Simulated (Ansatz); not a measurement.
# CH₂NSi (charge +1): what the fields show

The calculation's input:

```
crystal:
  periodic: [false, false, false]
  atoms:
    - {symbol: N, position_ang: [0.949618, -1.339967, 1.561223]}
    - {symbol: C, position_ang: [0.464867, -0.655807, 0.764175]}
    - {symbol: Si, position_ang: [-0.280234, 0.395428, -0.460721]}
    - {symbol: H, position_ang: [-1.430338, -0.132537, -1.207693]}
    - {symbol: H, position_ang: [0.296085, 1.732884, -0.656982]}
basis:
  gaussian: {orbitals: def2-TZVPP}
total_charge: 1
hamiltonian: {xc: pbe0, dispersion: d4}
output: {orbitals: {seedname: orbitals}}
```

Launched as:

```sh
ansatz run in.yaml --threads 2 --pin off --events-out ev --progress --plain --max-ram 4352MiB
```

Geometry: PBE0-D4/def2-TZVP.

Method: Ansatz, RKS PBE0-D4/def2-TZVPP.

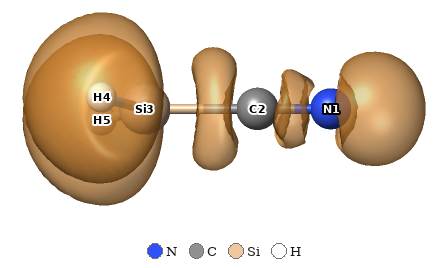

Figure 1. Isosurface of the electron localisation function at 0.8 (orange), seen from one side. Only the valence region is drawn (cores and ρ < 0.01 e/Å³ removed).

> Identify the bonds, lone pairs and shells in this picture.

The surface consists of one region between bonded C–N atoms (shared pairs), one region between bonded C–Si atoms (shared pairs), two regions around hydrogen nuclei and one lobe on N, pointing away from the bonds (lone pairs). Profiles from the grid: C–N (1.16 Å): the ELF peaks at about 0.85 between the atoms (a short, multiple covalent bond). C–Si (1.78 Å): the ELF peaks at about 0.95 between the atoms: localised, covalent bonding.

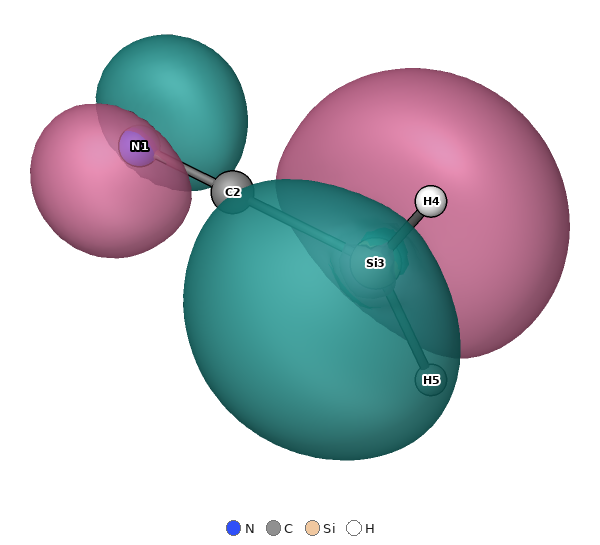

Figure 2. The LUMO at ±0.08 Å⁻³ᐟ² (teal and pink are the two phases), seen at an oblique angle.

> What is the character of this orbital?

By Hirshfeld shares it lies mainly on Si3 (about 70 %), N1 (about 15 %) and C2 (about 10 %); it changes sign across the molecular plane (π type); π-antibonding (a node) across N1–C2. Its energy is −10.64 eV.

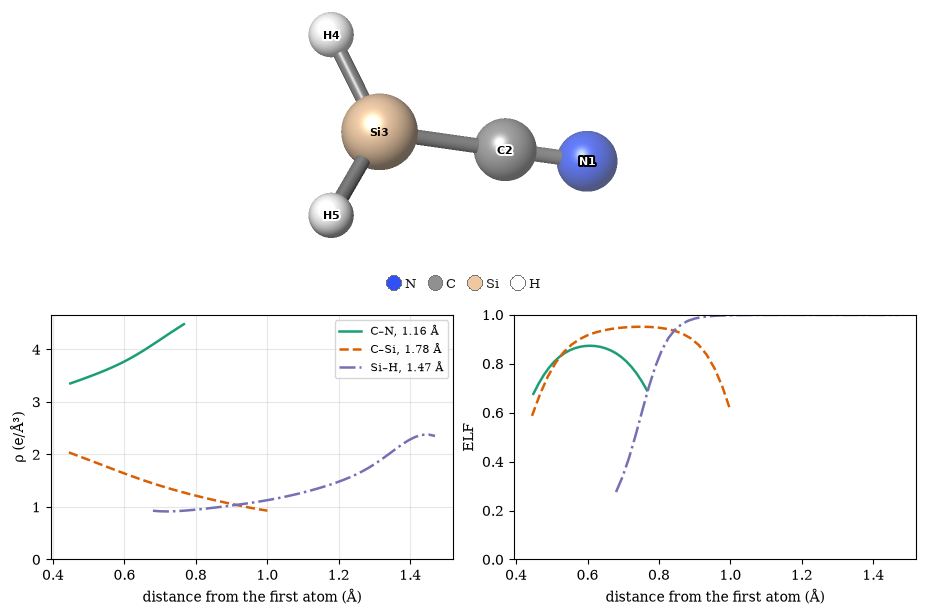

Figure 3. Electron density and ELF along straight lines between neighbouring atoms. The curves leave out the atomic cores. The structure is drawn too.

> What can be read from the curves?

C–N (1.16 Å): the density is about 3.7 e/Å³ at the midpoint; the ELF peaks at about 0.85 between the atoms; a short, multiple covalent bond.
C–Si (1.78 Å): ρ at the midpoint is about 1.1 e/Å³; the ELF peaks at about 0.95 between the atoms (a covalent bond).
Si–H (1.47 Å): ρ is about 0.92 e/Å³ halfway; the ELF climbs to about 1 towards the hydrogen, as it does in any bond to H.
